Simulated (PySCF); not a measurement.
## A study: CH2O, SMILES `C=O`

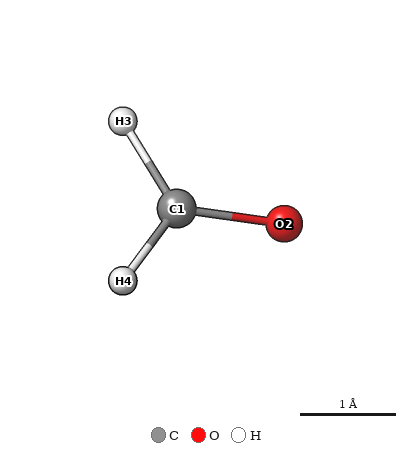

The molecule, with its atoms numbered as below. No frequency check shows the geometry to be a minimum.

Cartesian coordinates (Å):

```
C1       0.5213    0.0000    0.0000
O2      -0.6707    0.0000    0.0000
H3       1.1189   -0.9273    0.0000
H4       1.1189    0.9272    0.0000
```

Part 1: Bonding charge

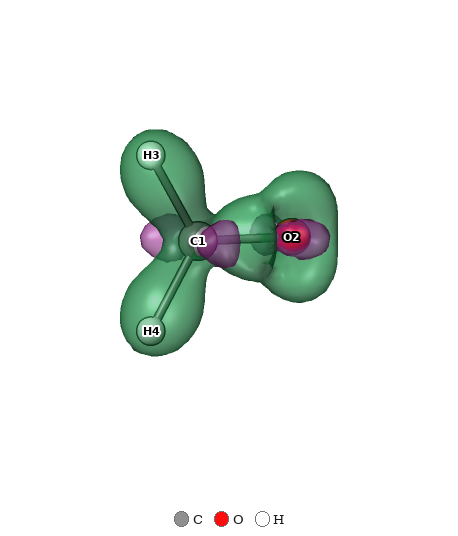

Deformation density (molecule less spherical, spin-averaged free atoms at the same positions), surfaces at ±0.2 e/Å³; green: gain, purple: loss.

PySCF calculation, PBE0/6-31+G*, gas phase; geometry: GFN2-xTB.

Question: How much density has each bond gained at its critical point, relative to the free atoms?

Answer: C1–H3 and C1–H4: +0.71 e/Å³ at the bond critical point (bond length 1.10 Å). C1–O2: +0.63 e/Å³ at the bond critical point (bond length 1.19 Å). In all, 1.0 electrons gather in the regions of gain relative to the promolecule.

Part 2: Bond critical points

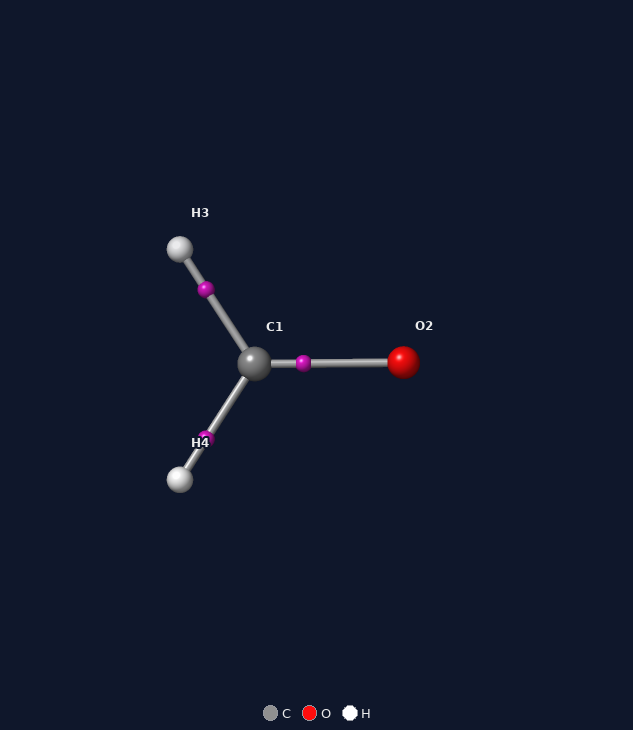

Molecular graph of the electron density (QTAIM): bond paths, bond critical points (magenta), ring points (cyan, if any); weak paths are dashed.

Question: How many critical points of each kind are there, and does the count close?

Answer: 4 nuclei, 3 bond, 0 ring and 0 cage critical points: 4 − 3 + 0 − 0 = 1, as the Poincaré–Hopf relation requires.

Question: What does the calculation give at each kind of bond critical point?

Answer:
```json
{"bond": "C1–O2", "length (Å)": "1.192", "ρ (a.u.)": "0.419", "∇²ρ (a.u.)": "+0.68", "ε": "0.06", "H (a.u.)": "−0.697"}
{"bond": "C1–H3 (2 alike)", "length (Å)": "1.103", "ρ (a.u.)": "0.275", "∇²ρ (a.u.)": "−0.97", "ε": "0.01", "H (a.u.)": "−0.272"}
```

Question: What kind of interaction is C1–O2?

Answer: Polar or intermediate (positive Laplacian, negative energy density H): ρ = 0.419, ∇²ρ = +0.68, H = −0.697 a.u.

Part 3: Local ionisation energy

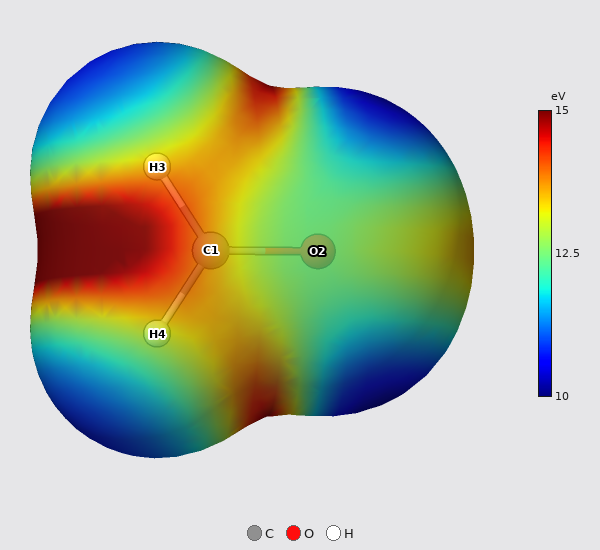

Average local ionisation energy on the surface of electron density 0.001 a.u.

Question: Where are the most loosely bound electrons on this surface?

Answer: The lowest value is 10.1 eV, 1.8 Å from O2. Further minima include 10.7 eV, 1.4 Å from H4, and at like points elsewhere. For comparison, the highest occupied orbital lies at −7.9 eV.

Question: What volume does the surface enclose, and what is the dipole moment?

Answer: About 45 Å³; the dipole moment is 2.5 D.

Part 4: Removing or adding an electron

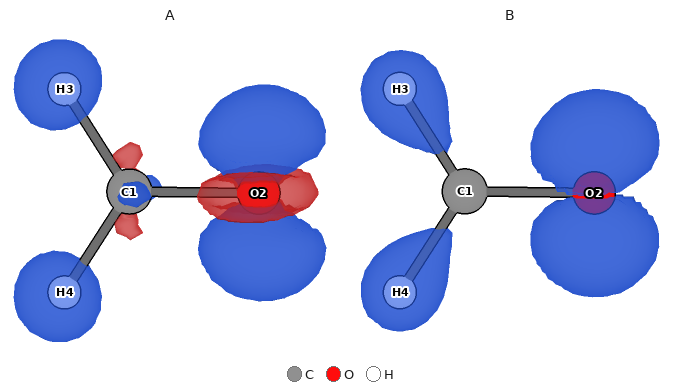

The Fukui function f⁻ from two separate SCF calculations and the density of the HOMO, at ±0.1 e/Å³ (blue positive, red negative).

Level of theory: B3LYP/def2-SVPD (PySCF), at a geometry from GFN2-xTB.

Question: Which panel is which, and how good is the frozen-orbital picture?

Answer: A is f⁻ (it has negative regions), B the HOMO density. The HOMO lies on O2 (62 %), C1 (16 %) and H3 and H4 (11 % each); f⁻ (Hirshfeld-condensed) is largest on O2 (0.44); the vertical ionisation energy is 10.96 eV. Relaxation shifts 18 % of the electron between atoms. The orbital energy is −7.68 eV.
